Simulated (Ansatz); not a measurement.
# CdS (Greenockite): a point defect seen from the nuclei (Mg on a Cd site), part 3 of 3

How do the nuclei near a point defect see it? The defect is Mg on a Cd site in CdS (Greenockite) (cell charge 0), first unrelaxed. The cell is a supercell built from a structure deposited in the COD. Planned: a single point, then a relaxation, then a check of ecutwfc.

Ansatz 0.2.0; DFT, PBE, plane-wave PAW, default files, scalar-relativistic, as far as a step names no other.

## 4. A check on settings: basis.ecutwfc = 450 eV

Input file input.yaml:

```yaml
crystal:
  lattice:
    - [8.3, 0.0, 0.0]
    - [-4.15, 7.1880108514, 0.0]
    - [0.0, 0.0, 13.474]
  atoms:
    - { symbol: Mg, position: [0.1666666666, 0.3333333334, 0.0] }
    - { symbol: Cd, position: [0.1666666666, 0.3333333334, 0.5] }
    - { symbol: Cd, position: [0.1666666666, 0.8333333334, 0.0] }
    - { symbol: Cd, position: [0.1666666666, 0.8333333334, 0.5] }
    - { symbol: Cd, position: [0.6666666666, 0.3333333334, 0.0] }
    - { symbol: Cd, position: [0.6666666666, 0.3333333334, 0.5] }
    - { symbol: Cd, position: [0.6666666666, 0.8333333334, 0.0] }
    - { symbol: Cd, position: [0.6666666666, 0.8333333334, 0.5] }
    - { symbol: Cd, position: [0.3333333334, 0.1666666666, 0.25] }
    - { symbol: Cd, position: [0.3333333334, 0.1666666666, 0.75] }
    - { symbol: Cd, position: [0.3333333334, 0.6666666666, 0.25] }
    - { symbol: Cd, position: [0.3333333334, 0.6666666666, 0.75] }
    - { symbol: Cd, position: [0.8333333334, 0.1666666666, 0.25] }
    - { symbol: Cd, position: [0.8333333334, 0.1666666666, 0.75] }
    - { symbol: Cd, position: [0.8333333334, 0.6666666666, 0.25] }
    - { symbol: Cd, position: [0.8333333334, 0.6666666666, 0.75] }
    - { symbol: S, position: [0.1666666666, 0.3333333334, 0.1875] }
    - { symbol: S, position: [0.1666666666, 0.3333333334, 0.6875] }
    - { symbol: S, position: [0.1666666666, 0.8333333334, 0.1875] }
    - { symbol: S, position: [0.1666666666, 0.8333333334, 0.6875] }
    - { symbol: S, position: [0.6666666666, 0.3333333334, 0.1875] }
    - { symbol: S, position: [0.6666666666, 0.3333333334, 0.6875] }
    - { symbol: S, position: [0.6666666666, 0.8333333334, 0.1875] }
    - { symbol: S, position: [0.6666666666, 0.8333333334, 0.6875] }
    - { symbol: S, position: [0.3333333334, 0.1666666666, 0.4375] }
    - { symbol: S, position: [0.3333333334, 0.1666666666, 0.9375] }
    - { symbol: S, position: [0.3333333334, 0.6666666666, 0.4375] }
    - { symbol: S, position: [0.3333333334, 0.6666666666, 0.9375] }
    - { symbol: S, position: [0.8333333334, 0.1666666666, 0.4375] }
    - { symbol: S, position: [0.8333333334, 0.1666666666, 0.9375] }
    - { symbol: S, position: [0.8333333334, 0.6666666666, 0.4375] }
    - { symbol: S, position: [0.8333333334, 0.6666666666, 0.9375] }
kpoints:
  mp_grid: { grid: [3, 3, 2] }
scf:
  occupations: { method: fermi_dirac, width: 0.01 }
hamiltonian:
  xc: pbe
  pseudopotentials: { kind: paw }
output:
  forces: true
  stress: true
  populations: true
  efg:
    quadrupole_moments_barn: { Mg: 0.1994, S: -0.0694 }
    contact_densities: true
basis:
  ecutwfc: "450 eV"
```

Launch:

```
$ ansatz run input.yaml --threads 4 --pin off --max-ram 8192MiB --backend cpu --events-out ev --progress --plain --runs-dir out
```

Standard output:

```text
Warning: RAYON_NUM_THREADS=4 ignored (pool sized by the plan → 4); use --threads N
Cd: output.efg is read without spin–orbit coupling, which moves field gradients at and beside such atoms by some per cent and up to a factor of two; PAW files take it under magnetization.noncollinear and magnetization.spin_orbit
Engine: ansatz 0.2.0, aarch64-unknown-linux-gnu
Pseudopotentials: kind: paw
Pseudopotential: Mg, paw, valence charge 10, recommended cutoff 420 eV (normal), Mg.paw.azcp
Pseudopotential: Cd, paw, valence charge 20, recommended cutoff 420 eV (normal), Cd.paw.azcp
Pseudopotential: S, paw, valence charge 6, recommended cutoff 420 eV (normal), S.paw.azcp
Functional definition: PBE
  parameter kappa = 0.804
  parameter beta = 0.06672455060314922
  exchange = pbe_x(kappa = kappa, mu = beta*pi^2/3)
  correlation = pbe_c(beta = beta)
Crystal: 32 atoms, lattice volume = 803.865 Å³
Basis set: ecut = 450 eV, 17405 PW (Γ), exchange–correlation on 120×120×192 points (8 copies of the dense FFT grid, shifted against one another)
Bands: 244, of which v1, the nominal top of the filled ones, is band 203 counted from 1 (202 counted from 0)
Symmetry: 6 space group operations
Space group: P3m1 (ITA 156), of the structure as read, at distance tolerance 9.3e-5 Å
k-points: 6 of 18 (time reversal used)
Non-local potential: Mg, projectors of the file, l = 0: 3, l = 1: 2, l = 2: 1
Non-local potential: Cd, projectors of the file, l = 0: 3, l = 1: 2, l = 2: 2, l = 3: 1
Non-local potential: S, projectors of the file, l = 0: 2, l = 1: 2, l = 2: 2
PAW form: soft (Blöchl's): semilocal exchange-correlation on the pseudo side does not see the compensation charge
PAW one-centre angular grid: Mg, 110 points (default); XC on 64 Gauss nodes
PAW one-centre angular grid: Cd, 590 points (default); XC on 64 Gauss nodes
PAW one-centre angular grid: S, 110 points (default); XC on 64 Gauss nodes
Initial density: superposition of atomic densities (neutral atoms: chi_scale 0, normalization atom), corrected by the library's trained network
Initial wavefunctions: pseudopotential atomic-orbital guess
Functional: x = pbe(κ = 0.804, μ = 0.2195149727645171), c = pbe(β = 0.06672455060314922)
SCF iter   1: F=—  HF=-140195.957589 eV  |F-HF|=—  |Δ(HF+E_count)|=         —  Δρ=6.24e-4  dr2=7.02e-3  ethr=1.77e-3  ⟨swp⟩=6.0  Hψ=5182  notcnv=0  defer=38
preconditioner: auto → Resta (q_TF=auto, 2.435 Å⁻¹)  ε∞=4.8  [insulator: Δε(μ)=1.277 eV  Ē_g=11.275 eV  σ=0.010 eV  W_gap=1.00  n_scr=196 (ndim 8)  ℏωp=21.8 eV  f_vac=0.126  D(μ)=0.00/eV (n_scr^D=0)  ε∞_Penn≈4.8]
SCF iter   2: F=—  HF=-140195.968984 eV  |F-HF|=—  |Δ(HF+E_count)|=   1.14e-2  Δρ=3.10e-4  dr2=1.30e-3  ethr=1.73e-6  ⟨swp⟩=3.3  Hψ=3414  notcnv=0  defer=212
SCF iter   3: F=—  HF=-140195.969498 eV  |F-HF|=—  |Δ(HF+E_count)|=   5.14e-4  Δρ=1.11e-4  dr2=1.33e-4  ethr=3.21e-7  ⟨swp⟩=2.3  Hψ=2082  notcnv=0  defer=212
SCF iter   4: F=—  HF=-140195.969517 eV  |F-HF|=—  |Δ(HF+E_count)|=   1.92e-5  Δρ=4.50e-5  dr2=2.69e-5  ethr=3.28e-8  ⟨swp⟩=2.0  Hψ=2069  notcnv=0  defer=212
SCF iter   5: F=—  HF=-140195.969581 eV  |F-HF|=—  |Δ(HF+E_count)|=   6.42e-5  Δρ=1.46e-5  dr2=2.26e-6  ethr=6.62e-9  ⟨swp⟩=2.0  Hψ=2092  notcnv=0  defer=212
SCF iter   6: F=—  HF=-140195.969583 eV  |F-HF|=—  |Δ(HF+E_count)|=   1.80e-6  Δρ=4.71e-6  dr2=2.82e-7  ethr=5.58e-10  ⟨swp⟩=2.0  Hψ=2104  notcnv=0  defer=212
SCF iter   7: F=-140195.969584 eV  HF=-140195.969584 eV  |F-HF|=2.89e-8  |Δ(HF+E_count)|=   3.76e-7  Δρ=1.53e-6  dr2=2.78e-8  ethr=2.46e-11  ⟨swp⟩=12.2  Hψ=7537  notcnv=0
SCF 1 converged in 7 iterations: F = -140195.969584 eV  dr2 = 2.78e-8
SCF converged after 7 iterations
Free energy (F): -140195.969584 eV
Harris-Foulkes:  -140195.969584 eV  (|F-HF|=2.89e-8)
Internal energy: -140195.969584 eV  (E = F + TS)
E sigma→0 (E₀):  -140195.969584 eV
Fermi energy:    7.118823 eV
--- Per-component energies (eV) ---
  E_band       = -8072.850375
  E_kinetic    = 9359.576898
  E_local      = -63173.785635  (includes V_loc(G=0)·N_el)
  E_nonlocal   = 1055.052687
  E_hartree    = 28830.721341
  E_xc         = -4234.021292
  E_vxc        = -4760.755273  (∫ρ·V_xc dr)
  E_paw        = -71150.398996  (= ΣΔE_a)
  E_vpaw       = -8214.377576  (= ΣTr[D̂ρ^β])
  E_aug_tail   = 0.000147  (compensation charges beyond the density's cutoff)
  E_ewald      = -40883.114734
  E_smearing   = -0.000000  (= −TS)
  E_closure    = 0.000000  (closes the sum)
  Σ components = -140195.969584   (vs F -140195.969584, Δ=0.00e0)
--- Forces (eV/Å), atoms counted from 1 ---
  atom   1  Mg     0.00000000     0.00000000    -0.06027685
  atom   2  Cd    -0.00000000     0.00000000    -0.07289418
  atom   3  Cd     0.01318133     0.00761024    -0.07646397
  atom   4  Cd     0.00055366     0.00031966    -0.06676808
  atom   5  Cd    -0.00000000    -0.01522049    -0.07646397
  atom   6  Cd    -0.00000000    -0.00063931    -0.06676808
  atom   7  Cd    -0.01318133     0.00761024    -0.07646397
  atom   8  Cd    -0.00055366     0.00031966    -0.06676808
  atom   9  Cd    -0.00759421     0.00438452    -0.06886875
  atom  10  Cd     0.00757736    -0.00437479    -0.05549292
  atom  11  Cd    -0.00000000    -0.00876904    -0.06886875
  atom  12  Cd     0.00000000     0.00874958    -0.05549292
  atom  13  Cd     0.00759421     0.00438452    -0.06886875
  atom  14  Cd    -0.00757736    -0.00437479    -0.05549292
  atom  15  Cd    -0.00000000    -0.00000000    -0.06545516
  atom  16  Cd    -0.00000000    -0.00000000    -0.06862471
  atom  17  S     -0.00000000     0.00000000    -0.49491247
  atom  18  S      0.00000000     0.00000000     0.06526175
  atom  19  S     -0.00099546    -0.00057473     0.06996978
  atom  20  S      0.00037286     0.00021527     0.06645568
  atom  21  S      0.00000000     0.00114946     0.06996978
  atom  22  S      0.00000000    -0.00043054     0.06645568
  atom  23  S      0.00099546    -0.00057473     0.06996978
  atom  24  S     -0.00037286     0.00021527     0.06645568
  atom  25  S      0.00038722    -0.00022356     0.06701359
  atom  26  S     -0.43627125     0.25188132     0.25218072
  atom  27  S      0.00000000     0.00044712     0.06701359
  atom  28  S      0.00000000    -0.50376265     0.25218072
  atom  29  S     -0.00038722    -0.00022356     0.06701359
  atom  30  S      0.43627125     0.25188132     0.25218072
  atom  31  S      0.00000000    -0.00000000     0.06599897
  atom  32  S      0.00000000    -0.00000000     0.06686729
  max |Σ_I F_I| component: 4.28e-5 eV/Å
--- Stress (GPa, compression-positive) ---
        1.500195       0.000000       0.000000
        0.000000       1.500195       0.000000
        0.000000       0.000000       2.091284
  P = ⅓ Tr σ = 1.6972 GPa (16.972 kbar)
--- PAW observables at the nuclei: V_zz in 10²¹ V/m², potentials from the cell's mean, atoms counted from 1 ---
  atom   1  Mg V_zz =    -0.052645   η = 0.0000   by run symmetry: allowed   C_q = -0.2538 MHz
            electrostatic potential = -1101.424223 V   contact ρ = 7797.782452 e/Å³
  atom   2  Cd V_zz =    -0.335521   η = 0.0000   by run symmetry: allowed
            electrostatic potential = -7703.717034 V   contact ρ = 1035901.161644 e/Å³
  atom   3  Cd V_zz =    -0.329315   η = 0.1402   by run symmetry: allowed
            electrostatic potential = -7703.713313 V   contact ρ = 1035900.830507 e/Å³
  atom   4  Cd V_zz =    -0.370033   η = 0.0060   by run symmetry: allowed
            electrostatic potential = -7703.718360 V   contact ρ = 1035901.136610 e/Å³
  atom   5  Cd V_zz =    -0.329315   η = 0.1402   by run symmetry: allowed
            electrostatic potential = -7703.713313 V   contact ρ = 1035900.830500 e/Å³
  atom   6  Cd V_zz =    -0.370033   η = 0.0060   by run symmetry: allowed
            electrostatic potential = -7703.718360 V   contact ρ = 1035901.136605 e/Å³
  atom   7  Cd V_zz =    -0.329315   η = 0.1402   by run symmetry: allowed
            electrostatic potential = -7703.713313 V   contact ρ = 1035900.830507 e/Å³
  atom   8  Cd V_zz =    -0.370033   η = 0.0060   by run symmetry: allowed
            electrostatic potential = -7703.718360 V   contact ρ = 1035901.136610 e/Å³
  atom   9  Cd V_zz =    -0.402416   η = 0.0427   by run symmetry: allowed
            electrostatic potential = -7703.716325 V   contact ρ = 1035900.988337 e/Å³
  atom  10  Cd V_zz =    -0.371879   η = 0.0668   by run symmetry: allowed
            electrostatic potential = -7703.716460 V   contact ρ = 1035900.962636 e/Å³
  atom  11  Cd V_zz =    -0.402416   η = 0.0427   by run symmetry: allowed
            electrostatic potential = -7703.716325 V   contact ρ = 1035900.988343 e/Å³
  atom  12  Cd V_zz =    -0.371879   η = 0.0668   by run symmetry: allowed
            electrostatic potential = -7703.716460 V   contact ρ = 1035900.962637 e/Å³
  atom  13  Cd V_zz =    -0.402416   η = 0.0427   by run symmetry: allowed
            electrostatic potential = -7703.716325 V   contact ρ = 1035900.988337 e/Å³
  atom  14  Cd V_zz =    -0.371879   η = 0.0668   by run symmetry: allowed
            electrostatic potential = -7703.716460 V   contact ρ = 1035900.962636 e/Å³
  atom  15  Cd V_zz =    -0.370042   η = 0.0000   by run symmetry: allowed
            electrostatic potential = -7703.716054 V   contact ρ = 1035901.163482 e/Å³
  atom  16  Cd V_zz =    -0.363137   η = 0.0000   by run symmetry: allowed
            electrostatic potential = -7703.717608 V   contact ρ = 1035901.152872 e/Å³
  atom  17  S  V_zz =    -2.797817   η = 0.0000   by run symmetry: allowed   C_q = +4.6950 MHz
            electrostatic potential = -1633.343300 V   contact ρ = 19765.822540 e/Å³
  atom  18  S  V_zz =    +0.159303   η = 0.0000   by run symmetry: allowed   C_q = -0.2673 MHz
            electrostatic potential = -1633.215780 V   contact ρ = 19766.494011 e/Å³
  atom  19  S  V_zz =    +0.138987   η = 0.2063   by run symmetry: allowed   C_q = -0.2332 MHz
            electrostatic potential = -1633.216928 V   contact ρ = 19766.473159 e/Å³
  atom  20  S  V_zz =    +0.131134   η = 0.1439   by run symmetry: allowed   C_q = -0.2201 MHz
            electrostatic potential = -1633.218257 V   contact ρ = 19766.463016 e/Å³
  atom  21  S  V_zz =    +0.138987   η = 0.2063   by run symmetry: allowed   C_q = -0.2332 MHz
            electrostatic potential = -1633.216928 V   contact ρ = 19766.473159 e/Å³
  atom  22  S  V_zz =    +0.131134   η = 0.1439   by run symmetry: allowed   C_q = -0.2201 MHz
            electrostatic potential = -1633.218257 V   contact ρ = 19766.463015 e/Å³
  atom  23  S  V_zz =    +0.138987   η = 0.2063   by run symmetry: allowed   C_q = -0.2332 MHz
            electrostatic potential = -1633.216928 V   contact ρ = 19766.473159 e/Å³
  atom  24  S  V_zz =    +0.131134   η = 0.1439   by run symmetry: allowed   C_q = -0.2201 MHz
            electrostatic potential = -1633.218257 V   contact ρ = 19766.463016 e/Å³
  atom  25  S  V_zz =    +0.141302   η = 0.1469   by run symmetry: allowed   C_q = -0.2371 MHz
            electrostatic potential = -1633.218657 V   contact ρ = 19766.466162 e/Å³
  atom  26  S  V_zz =    -2.949659   η = 0.0506   by run symmetry: allowed   C_q = +4.9498 MHz
            electrostatic potential = -1633.339896 V   contact ρ = 19765.822852 e/Å³
  atom  27  S  V_zz =    +0.141302   η = 0.1469   by run symmetry: allowed   C_q = -0.2371 MHz
            electrostatic potential = -1633.218657 V   contact ρ = 19766.466162 e/Å³
  atom  28  S  V_zz =    -2.949659   η = 0.0506   by run symmetry: allowed   C_q = +4.9498 MHz
            electrostatic potential = -1633.339896 V   contact ρ = 19765.822852 e/Å³
  atom  29  S  V_zz =    +0.141302   η = 0.1469   by run symmetry: allowed   C_q = -0.2371 MHz
            electrostatic potential = -1633.218657 V   contact ρ = 19766.466162 e/Å³
  atom  30  S  V_zz =    -2.949659   η = 0.0506   by run symmetry: allowed   C_q = +4.9498 MHz
            electrostatic potential = -1633.339896 V   contact ρ = 19765.822852 e/Å³
  atom  31  S  V_zz =    +0.146126   η = 0.0000   by run symmetry: allowed   C_q = -0.2452 MHz
            electrostatic potential = -1633.217941 V   contact ρ = 19766.474406 e/Å³
  atom  32  S  V_zz =    +0.161769   η = 0.0000   by run symmetry: allowed   C_q = -0.2715 MHz
            electrostatic potential = -1633.218065 V   contact ρ = 19766.475794 e/Å³
--- Band table (eV; the first three rows and the last of 6) ---
[... 4 lines left out ...]
--- Löwdin populations: 32 sites ---
  site symbol       q [e]
     0     Mg      8.5894
     1     Cd     18.7270
     2     Cd     18.7278
     3     Cd     18.7272
     4     Cd     18.7278
     5     Cd     18.7272
     6     Cd     18.7278
     7     Cd     18.7272
     8     Cd     18.7272
     9     Cd     18.7273
    10     Cd     18.7272
    11     Cd     18.7273
    12     Cd     18.7272
    13     Cd     18.7273
    14     Cd     18.7274
    15     Cd     18.7272
    16      S      7.1318
    17      S      7.0811
    18      S      7.0807
    19      S      7.0809
    20      S      7.0807
    21      S      7.0809
    22      S      7.0807
    23      S      7.0809
    24      S      7.0808
    25      S      7.1300
    26      S      7.0808
    27      S      7.1300
    28      S      7.0808
    29      S      7.1300
    30      S      7.0808
    31      S      7.0805
  spilling = 0.007411 (of n_electrons = 406.000000)
```

Run time: 48 s. Hardware: 4 threads of Arm Neoverse V2, shared host; peak memory 4.2 GiB.

The run ends with gap on the mesh 1.29 eV, largest force 0.563 eV/Å, pressure 1.7 GPa.

What changed since step 2 (V_zz in 10²¹ V/m²; 11 of 16 rows, with the four largest changes of size):

```
site       atoms  V_zz, PBE  V_zz, ecutwfc 450 eV  η, PBE  η, ecutwfc 450 eV
  Mg           1     -0.053                -0.053    0.00               0.00
 S17          17      -2.80                 -2.80    0.00               0.00
 S26  26, 28, 30      -2.95                 -2.95    0.05               0.05
 Cd9   9, 11, 13      -0.40                 -0.40    0.04               0.04
Cd10  10, 12, 14      -0.37                 -0.37    0.07               0.07
 Cd3     3, 5, 7      -0.33                 -0.33    0.14               0.14
 S18          18       0.16                  0.16    0.00               0.00
 S19  19, 21, 23       0.14                  0.14    0.21               0.21
 S32          32       0.16                  0.16    0.00               0.00
Cd15          15      -0.37                 -0.37    0.00               0.00
 Cd2           2      -0.34                 -0.34    0.00               0.00
```

The sizes of the gradients above 0.15 moved by 0.4 % in the median, 0.5 % at the site that moves most (small gradients counted from 0.15; Cd2, -0.337 to -0.336). The free energy moved by -0.6 meV/atom.

## 5. Spectra that follow from step 3

²⁵Mg (I = 5/2, Q = 199.4 mb) in zero field: pure quadrupole lines, for atoms at rest. Strengths are squared matrix elements for a powder, against the strongest line of the same site.

```
site  count  line (MHz)  strength
  Mg      1       0.034      1.00
  Mg      1       0.069      0.62
```

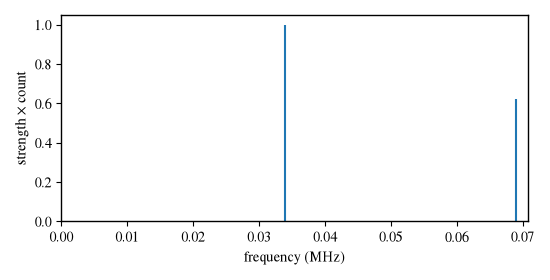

Stick spectrum of the ²⁵Mg quadrupole resonances of the sites tabulated.

## 6. Results

This closing draws on all 3 parts.

| quantity | value |
| --- | --- |
| state (step 3) | gap on the mesh 1.29 eV, largest force 0.021 eV/Å, pressure 1.6 GPa |
| V_zz by site, step 3 (10²¹ V/m²) | Mg 0.047, S17 -2.96, S26 -2.88, Cd10 -0.37, Cd9 0.51, Cd3 0.84, S18 0.20, S32 -0.12, … |
| largest C_Q in size, step 3 | 4.97 MHz, ³³S at S17 |
| step 3 (ions relaxed) against step 2 | 26 % in the median, over a factor of two at the site that moves most (small gradients counted from 0.15; Cd3, -0.33 to 0.84), with a change of sign at Cd9, Cd3, S19 and others |
| step 4 (basis.ecutwfc = 450 eV) against step 2, before relaxation | 0.4 % in the median, 0.5 % at the site that moves most (small gradients counted from 0.15; Cd2, -0.337 to -0.336) |

In words: The largest gradient sits at S17 (1 Mg at 2.46 Å, 3 Cd at 2.54 Å). The runs allow no spin. The relaxation kept the symmetry P3m1, so a distorted place of lower energy may have been missed. Moves of at most 0.09 Å on relaxation changed gradients by over a factor of two in size at the worst site (26 % in the median) (gradients over 0.15 counted), so small moves matter. The ²⁵Mg zero-field lines reach up to 0.069 MHz, too low for direct NQR; such couplings are read from NMR line shapes. The defect repeats with the cell of 32 atoms, so it feels its images: sites between two images don't show the values beside a lone defect, and zeros or small values of η there can come from the images' arrangement. Cd and S carry a gradient in the pure host already, so the values there aren't the defect's effect alone. The relaxation keeps the site symmetry 3m of the start, so the impurity can move only along its axis; a start off the site could end lower. The program warns that gradients near heavy atoms lack spin–orbit coupling.

These are semilocal Kohn-Sham gaps, which aren't the measured quantity. Such gaps usually fall short of the measured ones.
